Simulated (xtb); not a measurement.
## GeH₃Br: geometry relaxation (part 1 of 3)

GeH₃Br, computed with GFN1-xTB (xtb 6.7.1).

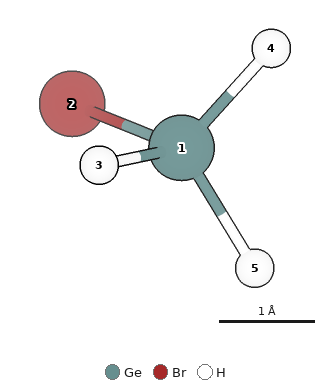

Figure 1. The structure as given in the input (ball-and-stick view, seen at a tilt; atoms are numbered from 1 in the order of the input). Sticks mark near contacts. Bond lengths as drawn: Br–Ge 2.19 Å and Ge–H 1.42 to 1.49 Å.

Input file (start.xyz)
```
5
BrGeH3
Ge     0.08666000     0.02355000    -0.11542000
Br    -1.51543000    -0.08624000     1.36677000
H      0.16654000     1.32993000    -0.65745000
H     -0.11634000    -0.91988000    -1.18957000
H      1.40564000    -0.28408000     0.51563000
```

File .CHRG
```
0
```

File .UHF
```
0
```

Command:
```bash
xtb start.xyz --gfn 1 --ohess extreme > out.txt 2> xtb.err
```

Log
```
* xtb version 6.7.1
   ID    Z sym.   atoms
    1   32 Ge     1
    2   35 Br     2
    3    1 H      3-5

           -------------------------------------------------
          |                Calculation Setup                |
           -------------------------------------------------

          program call               : xtb start.xyz --gfn 1 --ohess extreme
          coordinate file            : start.xyz
          omp threads                :                     1

           -------------------------------------------------
          |                 G F N 1 - x T B                 |
           -------------------------------------------------

      * Hamiltonian:
        H0-scaling (s, p, d)           1.850000    2.250000    2.000000
        zeta-weighting                 0.000000
      * Dispersion:
        s8                             2.400000
        a1                             0.630000
        a2                             5.000000
        s9                             0.000000
      * Repulsion:
        kExp                           1.500000
        rExp                           1.000000
      * Coulomb:
        alpha                          2.000000
        third order                    atomic
        anisotropic                    false
      * Halogen bond correction:
        rad-scale                      1.300000
        damping                        0.440000

          ...................................................
          :                      SETUP                      :
          :.................................................:
          :  # basis functions                  26          :
          :  # atomic orbitals                  24          :
          :  # shells                           12          :
          :  # electrons                        14          :
          :  # halogen bonds                     0          :
          :  max. iterations                   250          :
          :  Hamiltonian                  GFN1-xTB          :
          :  restarted?                      false          :
          :  GBSA solvation                  false          :
          :  PC potential                    false          :
          :  electronic temp.          300.0000000     K    :
          :  accuracy                    1.0000000          :
          :  -> integral cutoff          0.2500000E+02      :
          :  -> integral neglect         0.1000000E-07      :
          :  -> SCF convergence          0.1000000E-05 Eh   :
          :  -> wf. convergence          0.2000000E-04 e    :
          :  Broyden damping             0.4000000          :
          :  net charge                          0          :
          :  unpaired electrons                  0          :
          ...................................................

 iter      E             dE          RMSdq      gap      omega  full diag
   1     -7.0430221 -0.704302E+01  0.660E+00    5.16       0.0  T
   2     -7.0567518 -0.137297E-01  0.399E+00    5.60       1.0  T
   3     -7.2348528 -0.178101E+00  0.209E+00    5.99       1.0  T
   4     -7.2669619 -0.321091E-01  0.626E-01    6.58       1.0  T
   5     -7.2677489 -0.786977E-03  0.177E-01    6.48       1.0  T
   6     -7.2680781 -0.329184E-03  0.840E-02    6.54       1.0  T
   7     -7.2681498 -0.717340E-04  0.195E-02    6.53       2.3  T
   8     -7.2681528 -0.291965E-05  0.987E-03    6.53       4.5  T
   9     -7.2681537 -0.982086E-06  0.205E-04    6.52     218.3  T
  10     -7.2681537 -0.423491E-09  0.166E-05    6.52    2696.2  T
  11     -7.2681537 -0.269385E-11  0.776E-07    6.52   57608.6  T

   *** convergence criteria satisfied after 11 iterations ***

         #    Occupation            Energy/Eh            Energy/eV
      -------------------------------------------------------------
         1        2.0000           -0.7505931             -20.4247
         2        2.0000           -0.6418038             -17.4644
         3        2.0000           -0.5011989             -13.6383
         4        2.0000           -0.5001070             -13.6086
         5        2.0000           -0.4980704             -13.5532
         6        2.0000           -0.4689155             -12.7598
         7        2.0000           -0.4663567             -12.6902 (HOMO)
         8                         -0.2265823              -6.1656 (LUMO)
         9                         -0.2242387              -6.1018
        10                         -0.2134923              -5.8094
        11                         -0.1564302              -4.2567
        12                         -0.1553188              -4.2264
       ...                                ...                  ...
        24                          0.6060496              16.4914
      -------------------------------------------------------------
                  HL-Gap            0.2397743 Eh            6.5246 eV
             Fermi-level           -0.3464695 Eh           -9.4279 eV

 SCC (total)                   0 d,  0 h,  0 min,  0.003 sec
 SCC setup                      ...        0 min,  0.000 sec (  1.734%)
 Dispersion                     ...        0 min,  0.000 sec (  0.740%)
 classical contributions        ...        0 min,  0.000 sec (  0.319%)
 integral evaluation            ...        0 min,  0.001 sec ( 25.824%)
 iterations                     ...        0 min,  0.001 sec ( 32.728%)
 molecular gradient             ...        0 min,  0.001 sec ( 35.698%)
 printout                       ...        0 min,  0.000 sec (  2.787%)

         :::::::::::::::::::::::::::::::::::::::::::::::::::::
         ::                     SUMMARY                     ::
         :::::::::::::::::::::::::::::::::::::::::::::::::::::
         :: total energy              -7.214378385952 Eh    ::
         :: gradient norm              0.086252924096 Eh/a0 ::
         :: HOMO-LUMO gap              6.524591962863 eV    ::
         ::.................................................::
         :: SCC energy                -7.268153746057 Eh    ::
         :: -> electrostatic           0.012993260927 Eh    ::
         :: repulsion energy           0.054949317899 Eh    ::
         :: dispersion energy         -0.001173957793 Eh    ::
         :: halogen bond corr.         0.000000000000 Eh    ::
         :: add. restraining           0.000000000000 Eh    ::
         :: total charge              -0.000000000000 e     ::
         :::::::::::::::::::::::::::::::::::::::::::::::::::::

      -----------------------------------------------------------
     |                   =====================                   |
     |                        A N C O P T                        |
     |                   =====================                   |
     |               Approximate Normal Coordinate               |
     |                Rational Function Optimizer                |
      -----------------------------------------------------------
      -----------------------------------------------------------
     |                   =====================                   |
     |                        A N C O P T                        |
     |                   =====================                   |
     |               Approximate Normal Coordinate               |
     |                Rational Function Optimizer                |
      -----------------------------------------------------------

          ...................................................
          :                      SETUP                      :
          :.................................................:
          :   optimization level           extreme          :
          :   max. optcycles                   200          :
          :   ANC micro-cycles                  20          :
          :   degrees of freedom                 9          :
          :.................................................:
          :   RF solver                   davidson          :
          :   write xtbopt.log                true          :
          :   linear?                        false          :
          :   energy convergence         0.5000000E-07 Eh   :
          :   grad. convergence          0.5000000E-04 Eh/α :
          :   maxmium RF displ.          1.0000000          :
          :   Hlow (freq-cutoff)         0.1000000E-01      :
          :   Hmax (freq-cutoff)         5.0000000          :
          :   S6 in model hess.         20.0000000          :
          ...................................................

generating ANC from exact Hessian ...
Using Lindh-Hessian (1995)
 Shifting diagonal of input Hessian by    4.6834640849595629E-003
 Lowest  eigenvalues of input Hessian
    0.000000    0.000000    0.000000    0.000000    0.000000    0.000000
    0.010000    0.011256    0.024817    0.027848    0.034233    0.146216
    0.395271    0.571938    0.675915
 Highest eigenvalues
    0.027848    0.034233    0.146216    0.395271    0.571938    0.675915

........................................................................
.............................. CYCLE    1 ..............................
........................................................................

 iter      E             dE          RMSdq      gap      omega  full diag
   1     -7.2681537 -0.726815E+01  0.124E-07    6.52       0.0  T
   2     -7.2681537  0.000000E+00  0.121E-07    6.52  100000.0  T
   3     -7.2681537  0.177636E-14  0.345E-08    6.52  100000.0  T
     SCC iter.                  ...        0 min,  0.000 sec
     gradient                   ...        0 min,  0.001 sec
 * total energy  :    -7.2143784 Eh     change        0.1776357E-14 Eh
   gradient norm :     0.0862529 Eh/α   predicted     0.0000000E+00 (-100.00%)
   displ. norm   :     0.4173742 α      lambda       -0.3389639E-01
   maximum displ.:     0.4041252 α      in ANC's #6, #7, #8, ...

........................................................................
.............................. CYCLE    2 ..............................
........................................................................

 iter      E             dE          RMSdq      gap      omega  full diag
   1     -7.2375498 -0.723755E+01  0.111E+00    5.98       0.0  T
   2     -7.2276127  0.993708E-02  0.118E+00    5.70       1.0  T
   3     -7.2464560 -0.188433E-01  0.375E-01    5.97       1.0  T
   4     -7.2480612 -0.160523E-02  0.755E-02    5.92       1.0  T
   5     -7.2480886 -0.273816E-04  0.191E-02    5.90       2.3  T
   6     -7.2480912 -0.257274E-05  0.992E-03    5.91       4.5  T
   7     -7.2480924 -0.117783E-05  0.234E-04    5.91     191.4  T
   8     -7.2480924 -0.322260E-09  0.650E-05    5.91     688.3  T
   9     -7.2480924 -0.124212E-10  0.426E-05    5.91    1049.8  T
     SCC iter.                  ...        0 min,  0.001 sec
     gradient                   ...        0 min,  0.001 sec
 * total energy  :    -7.2177391 Eh     change       -0.3360730E-02 Eh
   gradient norm :     0.0460510 Eh/α   predicted    -0.1990059E-01 ( 492.15%)
   displ. norm   :     0.1898529 α      lambda       -0.6279806E-02
   maximum displ.:     0.1152278 α      in ANC's #6, #3, #4, ...

........................................................................
.............................. CYCLE    3 ..............................
........................................................................

 iter      E             dE          RMSdq      gap      omega  full diag
   1     -7.2532300 -0.725323E+01  0.291E-01    6.42       0.0  T
   2     -7.2525133  0.716710E-03  0.333E-01    6.48       1.0  T
   3     -7.2541240 -0.161068E-02  0.387E-02    6.45       1.2  T
   4     -7.2541421 -0.181264E-04  0.822E-03    6.46       5.4  T
   5     -7.2541421 -0.205913E-07  0.106E-03    6.46      42.2  T
   6     -7.2541421  0.366116E-08  0.570E-04    6.46      78.4  T
   7     -7.2541421 -0.408675E-08  0.468E-05    6.46     955.4  T
   8     -7.2541421 -0.269216E-10  0.127E-06    6.46   35197.6  T
     SCC iter.                  ...        0 min,  0.000 sec
     gradient                   ...        0 min,  0.001 sec
 * total energy  :    -7.2221477 Eh     change       -0.4408548E-02 Eh
   gradient norm :     0.0201399 Eh/α   predicted    -0.3253079E-02 ( -26.21%)
   displ. norm   :     0.1677601 α      lambda       -0.2587616E-02
   maximum displ.:     0.1259055 α      in ANC's #6, #3, #2, ...

........................................................................
.............................. CYCLE    4 ..............................
........................................................................

 iter      E             dE          RMSdq      gap      omega  full diag
   1     -7.2589968 -0.725900E+01  0.407E-01    6.56       0.0  T
   2     -7.2583048  0.692028E-03  0.365E-01    6.65       1.0  T
   3     -7.2603111 -0.200634E-02  0.103E-01    6.59       1.0  T
   4     -7.2604254 -0.114308E-03  0.198E-02    6.62       2.3  T
   5     -7.2604272 -0.170690E-05  0.402E-03    6.62      11.1  T
   6     -7.2604272 -0.412507E-07  0.170E-03    6.62      26.3  T
   7     -7.2604272 -0.325690E-07  0.223E-04    6.62     200.8  T
   8     -7.2604272 -0.503322E-09  0.116E-06    6.62   38521.5  T
   9     -7.2604272  0.159872E-13  0.659E-07    6.62   67838.5  T
     SCC iter.                  ...        0 min,  0.001 sec
     gradient                   ...        0 min,  0.001 sec
 * total energy  :    -7.2223881 Eh     change       -0.2404854E-03 Eh
   gradient norm :     0.0168308 Eh/α   predicted    -0.1330220E-02 ( 453.14%)
   displ. norm   :     0.0992567 α      lambda       -0.1171246E-02
   maximum displ.:     0.0595520 α      in ANC's #6, #3, #2, ...

........................................................................
.............................. CYCLE    5 ..............................
........................................................................
```
